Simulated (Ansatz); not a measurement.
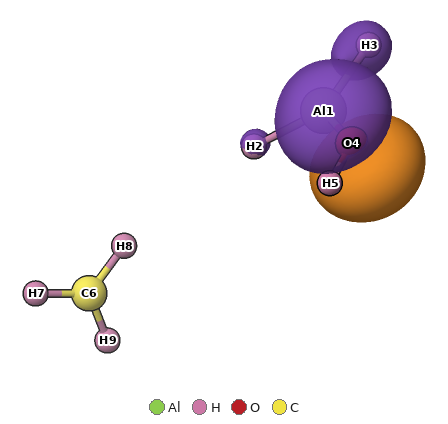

Figure. AlH₃O···CH₃ (doublet). The HOMO−1 (β) at ±0.1 Å⁻³ᐟ² (orange and purple are the two phases), seen at an oblique angle.

Method: UHF/6-31G* (Ansatz).

```xyz
9

Al    0.1561   -0.0851   -0.9977
H     0.4477   -0.0912    0.5588
H     1.2639    0.1950   -2.0816
O    -1.4155   -0.3951   -1.5549
H    -2.1575   -0.5515   -0.9921
C    -0.1369    0.0199    4.6278
H    -0.3013   -0.8482    5.2361
H     0.2662   -0.0849    3.6393
H    -0.3644    0.9943    5.0143
```

> Describe this orbital and give its energy.

Its weight (Hirshfeld) is mainly on O4 (about 80 %); largely a lone pair of O4. Its energy is −13.41 eV.
